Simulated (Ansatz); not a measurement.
A series of calculations on SiHS2

Part 1: Relaxation

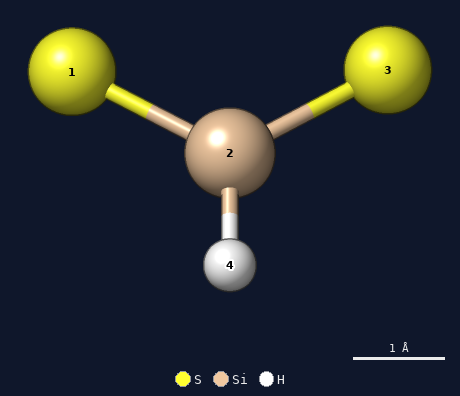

This is the input geometry for a relaxation of SiHS2 (multiplicity 2). A ball-and-stick model, seen at a tilt.

The run prepares an end point of a later path (hydrogen shift) calculation, from a guessed geometry.

Method: UKS r2SCANh-D4/6-31G* (Ansatz).

The input:
```yaml
crystal:
  periodic: [false, false, false]
  atoms:
    - { symbol: S, position_ang: [-1.5972, -0.48071, 1.02404] }
    - { symbol: Si, position_ang: [0.14023, -0.00354, 0.07887] }
    - { symbol: S, position_ang: [0.08038, 0.38679, -1.91705] }
    - { symbol: H, position_ang: [1.37659, 0.09745, 0.81414] }
magnetization:
  spin_polarized: true
  initial_magnetization: 1
basis:
  gaussian: { orbitals: "6-31G*" }
hamiltonian:
  xc: r2scanh
  dispersion: d4
relax:
  f_tol: 0.02
  max_steps: 50
```

Run as
```bash
ansatz run input.yaml --threads 2 --pin off --max-ram 3072MiB --backend cpu --events-out ev --progress --plain --runs-dir out
```

What does the optimiser find from here?

Answer. The energy falls by 1.11 kcal/mol in 2 geometry steps. The largest force component goes from 1.2 to 0.015 eV/Å. The largest moves after the best rigid fit, 0.069 Å, are those of S1 and S3. By element the largest moves are S 0.069 Å, H 0.051 Å, Si 0.017 Å. Some distances before and after: Si2–H4 1.442 → 1.481 Å, S1–Si2 2.035 → 2.003 Å. Among the angles between lasting bonds that change: S1–Si2–S3 118.4° → 114.6°. The run took 22 s on 2 threads of Arm Neoverse V1, on a shared host, peak memory 0.19 GiB.

Final geometry:

```xyz
4

S    -1.5929   -0.4705    0.9555
Si    0.1472    0.0093    0.0867
S     0.0249    0.3660   -1.8807
H     1.4208    0.0952    0.8386
```

The end point in the same view:

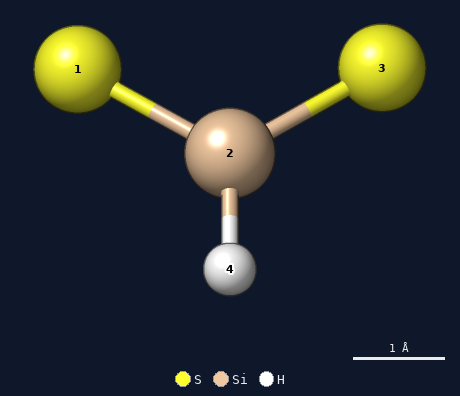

Part 2: Relaxation

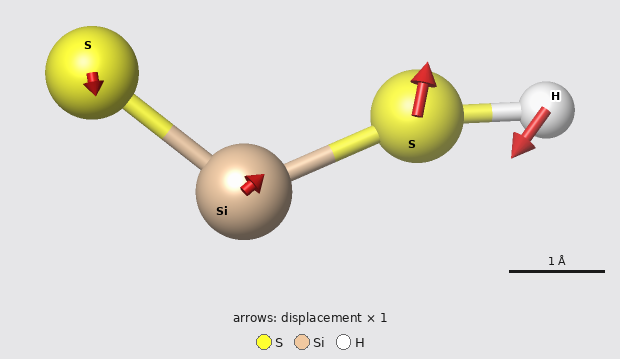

This is a relaxation of SiHS₂ (multiplicity 2). The starting structure is drawn; red arrows show the displacements, at their true length. The two geometries are superimposed by the best rigid fit.

The picture is a ball-and-stick view, seen at a tilt.

The run prepares an end point of a later path (hydrogen shift) calculation, from a guessed geometry.

These are results of UKS r2SCANh-D4/6-31G* (Ansatz), not measurements.

The input:
```yaml
crystal:
  periodic: [false, false, false]
  atoms:
    - { symbol: S, position_ang: [-1.5972, -0.48071, 1.02404] }
    - { symbol: Si, position_ang: [0.14023, -0.00354, 0.07887] }
    - { symbol: S, position_ang: [0.08038, 0.38679, -1.91705] }
    - { symbol: H, position_ang: [0.51778, 0.72962, -3.1802] }
magnetization:
  spin_polarized: true
  initial_magnetization: 1
basis:
  gaussian: { orbitals: "6-31G*" }
hamiltonian:
  xc: r2scanh
  dispersion: d4
relax:
  f_tol: 0.02
  max_steps: 50
```

Command:
```bash
ansatz run input.yaml --threads 2 --pin off --max-ram 3072MiB --backend cpu --events-out ev --progress --plain --runs-dir out
```

What happened in the run?

Answer. After 8 geometry steps the energy has fallen by 1.483 eV. The largest force component goes from 2.4 to 0.01 eV/Å. H4 moves most after the best rigid fit: 0.65 Å. Largest moves by element: H 0.65 Å, S 0.60 Å, Si 0.29 Å. Some distances before and after: Si2–S3 2.035 → 2.139 Å, S1–Si2 2.035 → 1.963 Å, S3–H4 1.380 → 1.347 Å. Bond angles that change, for instance: Si2–S3–H4 159.4° → 95.8°, S1–Si2–S3 118.4° → 121.3°. The run took 30 s on 2 threads of Arm Neoverse V1, on a shared host, peak memory 0.18 GiB.

Part 3: Path

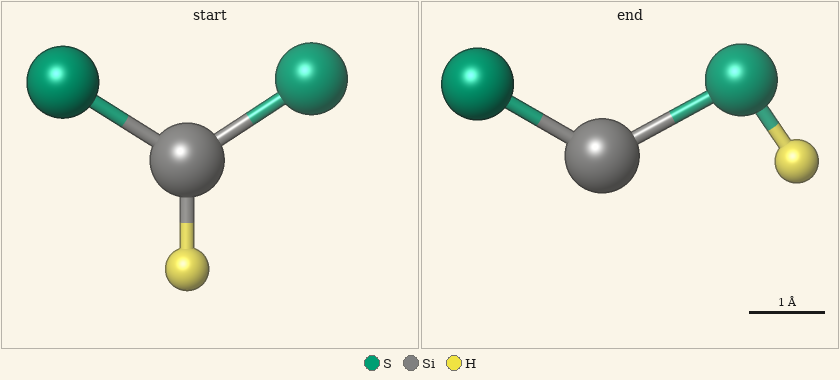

The two relaxed end points of a path for SiHS₂ (multiplicity 2). The picture is a ball-and-stick view, seen face on.

Theory: UKS r2SCANh-D4/6-31G* in Ansatz 0.2.0.

Set-up: 7 movable images; climbing image; force threshold 0.05 eV/Å; iteration limit 60.

Start:
```xyz
4

S    -1.5929   -0.4705    0.9555
Si    0.1472    0.0093    0.0867
S     0.0249    0.3661   -1.8807
H     1.4208    0.0951    0.8385
```

End:
```xyz
4

S    -2.2583   -0.5581    0.7859
Si   -0.3274   -0.2055    0.7600
S     0.6813    0.3249   -1.0500
H     1.9043    0.4387   -0.4959
```

What barrier does the band find between them, and by what path?

The energy climbs by 115.7 kJ/mol to image 4 and then falls by 126.6 kJ/mol, so the end point sits at −10.9 kJ/mol. A hydrogen atom shifts from one atom to another. Breaking: Si2–H4 (1.48 → 1.66 at the top → 2.64 Å). Forming: S3–H4 (3.07 → 1.69 at the top → 1.35 Å). The band converged in 6 iterations. The largest component of the band force went from 2.9 to 0.039 eV/Å. The climbing image converged on the top of the path. Its vibrational analysis gives one imaginary mode (1382i cm⁻¹), as a transition state must have.

Energies of the converged images:

```json
{"image": "0", "path (Å)": "0.00", "E (kJ/mol)": "0.0"}
{"image": "1", "path (Å)": "0.33", "E (kJ/mol)": "12.2"}
{"image": "2", "path (Å)": "0.66", "E (kJ/mol)": "34.1"}
{"image": "3", "path (Å)": "1.00", "E (kJ/mol)": "76.3"}
{"image": "4", "path (Å)": "1.33", "E (kJ/mol)": "115.7"}
{"image": "5", "path (Å)": "1.62", "E (kJ/mol)": "73.6"}
{"image": "6", "path (Å)": "1.92", "E (kJ/mol)": "26.0"}
{"image": "7", "path (Å)": "2.21", "E (kJ/mol)": "-2.0"}
{"image": "8", "path (Å)": "2.51", "E (kJ/mol)": "-10.9"}
```

The geometry at the top of the path:

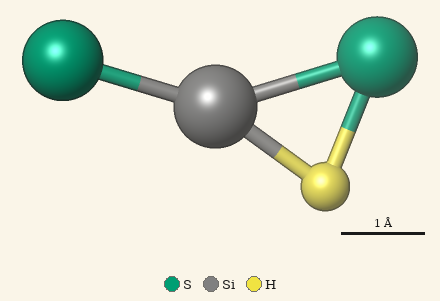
